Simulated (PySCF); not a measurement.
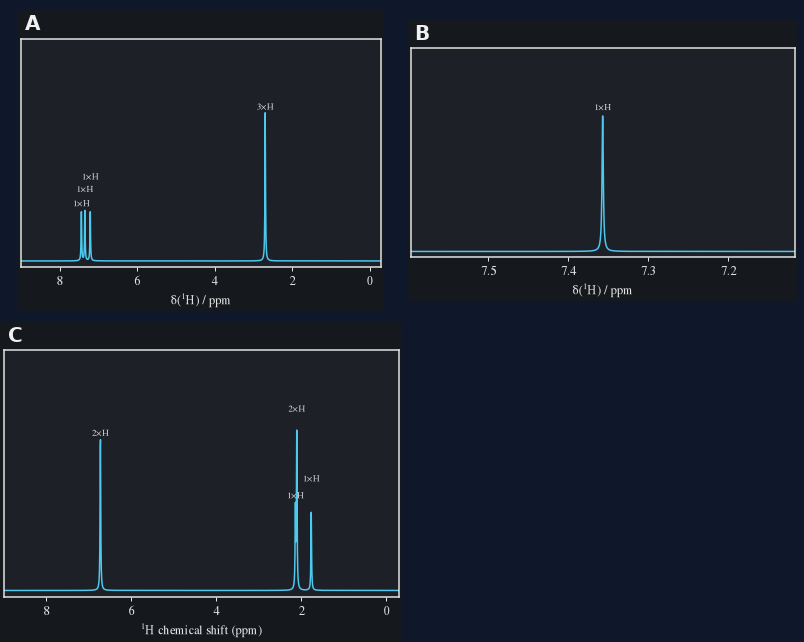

GIAO shifts, PBE0/pcSseg-1 (IEF-PCM dichloromethane), PySCF, at a PBE0-D3(BJ)/def2-SVP geometry (no frequency check), against TMS for ¹H computed at the same level. fully decoupled, line heights follow the number of nuclei, widths are arbitrary (no quadrupolar broadening); values of one conformer, averaged over methyl-type rotors and exact or near symmetry. Protons on N, O or S are those of the isolated molecule, without hydrogen bonds to neighbours or exchange.

**Which panel belongs to which molecule?**
1. C₅H₆ (bicyclo[2.1.0]pent-2-ene), SMILES C1=C[C@H]2C[C@@H]12
2. CHNS (isothiofulminic acid), SMILES [C-]#[N+]S
3. C₇H₆S₂ (2-methylthieno[3,2-b]thiophene), SMILES Cc1cc2sccc2s1

A: 3 (7.44 (1 H), 7.35 (1 H), 7.21 (1 H), 2.69 (3 H) ppm)
B: 2 (7.36 (1 H) ppm)
C: 1 (6.73 (2 H), 2.14 (1 H), 2.11 (2 H), 1.77 (1 H) ppm)
